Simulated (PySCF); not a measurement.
# C4H7Al (SMILES CC#[C][AlH][CH3]): r2SCAN/def2-SVP

What is the vertical ionisation energy of C4H7Al at r2SCAN/def2-SVP? The job is set up through a Python script.

The results are computed with PySCF 2.14.0.

### Step 1. The molecule

C4H7Al: 12 atoms, total charge 0, spin state singlet. SMILES: `CC#[C][AlH][CH3]`. Geometry: a GFN2-xTB relaxation, a rough one for these elements and not checked as a minimum.

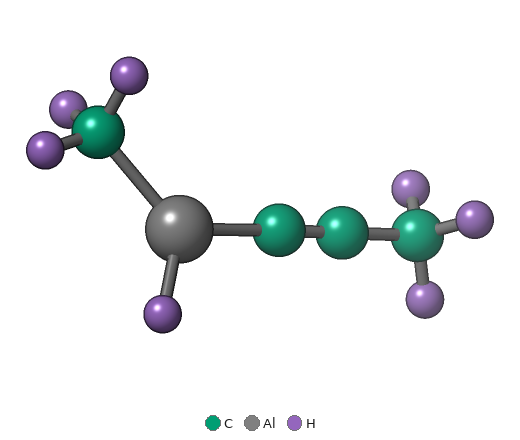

The structure, seen from a chosen angle (carbon teal, aluminium grey, hydrogen purple).

### Step 2. A single-point energy at r2SCAN/def2-SVP

calc.py

```python
from pyscf import gto, dft

molecule = gto.Mole()
molecule.atom = '''
C   -0.162730  -3.099470   0.290160
C   -0.216060  -1.652690   0.328910
C   -0.253590  -0.436940   0.358830
Al  -0.338680   1.497720   0.454640
C    0.513060   2.805590  -0.780960
H    0.020740  -3.440610  -0.729270
H    0.640480  -3.460740   0.932960
H   -1.107670  -3.518180   0.637760
H   -1.169800   2.062230   1.634310
H    1.608280   2.742920  -0.779730
H    0.206740   2.658110  -1.824230
H    0.259230   3.842060  -0.523380
'''
molecule.basis = 'def2-svp'
molecule.charge = 0
molecule.verbose = 3
molecule.max_memory = 1860
molecule.build()

calc0 = dft.RKS(molecule, xc='r2scan')
calc0.conv_tol = 1e-10
calc0.grids.level = 5
calc0.kernel()
if not calc0.converged:
    calc0 = calc0.newton().run(calc0.mo_coeff, calc0.mo_occ)

energy = calc0.e_tot
print('Final energy', energy)
```

Command:

```
$ OMP_NUM_THREADS=1 python calc.py
```

The program printed:

```text
converged SCF energy = -398.695458606975
Final energy -398.69545860697474
```

Run time: 75 s. Hardware: 1 thread of Arm Neoverse V1, shared host; peak memory 0.64 GiB.

### Step 3. The doublet cation, same level

run.py

```python
from pyscf import gto, dft

mol = gto.Mole()
mol.atom = [
    ('C', (-0.162730, -3.099470, 0.290160)),
    ('C', (-0.216060, -1.652690, 0.328910)),
    ('C', (-0.253590, -0.436940, 0.358830)),
    ('Al', (-0.338680, 1.497720, 0.454640)),
    ('C', (0.513060, 2.805590, -0.780960)),
    ('H', (0.020740, -3.440610, -0.729270)),
    ('H', (0.640480, -3.460740, 0.932960)),
    ('H', (-1.107670, -3.518180, 0.637760)),
    ('H', (-1.169800, 2.062230, 1.634310)),
    ('H', (1.608280, 2.742920, -0.779730)),
    ('H', (0.206740, 2.658110, -1.824230)),
    ('H', (0.259230, 3.842060, -0.523380)),
]
mol.basis = 'def2-svp'
mol.spin = 1
mol.max_memory = 1860
mol.verbose = 3
mol.charge = 1
mol.build()

calc0 = dft.UKS(mol, xc='r2scan')
calc0.conv_tol = 1e-10
calc0.grids.level = 5
calc0.kernel()
if not calc0.converged:
    calc0 = calc0.newton().run(calc0.mo_coeff, calc0.mo_occ)

etot = calc0.e_tot
print('Final energy', etot)
```

Command:

```
$ OMP_NUM_THREADS=1 python run.py
```

The program printed:

```text
converged SCF energy = -398.365202140192  <S^2> = 0.75637401  2S+1 = 2.0063639
Final energy -398.3652021401915
```

It took 3.6 min on 1 thread of Arm Neoverse V1, shared host; peak memory 0.65 GiB.

### Step 4. Summary of results

Level: r2SCAN/def2-SVP.

| quantity | value |
| --- | --- |
| singlet C4H7Al: total energy | -398.69546 Eh |
| singlet C4H7Al: dipole moment | 1.66 D |
| singlet C4H7Al: HOMO energy | -6.33 eV |
| singlet C4H7Al: LUMO energy | -1.70 eV |
| singlet C4H7Al: HOMO–LUMO gap | 4.63 eV |
| doublet cation: total energy | -398.36520 Eh |
| doublet cation: HOMO energy (highest over α and β) | -12.34 eV |
| doublet cation: LUMO energy (lowest over α and β) | -11.58 eV |
| doublet cation: ⟨S²⟩ | 0.756 |
| vertical ionisation energy (to the doublet cation) | 8.987 eV |

What this shows: The vertical ionisation energy comes to 8.99 eV (867 kJ/mol). −ε(HOMO) before ionisation, 6.33 eV, is 2.66 eV below this ionisation energy. Mulliken charges (singlet C4H7Al) run from -0.49 on C3 to +0.73 on Al4.
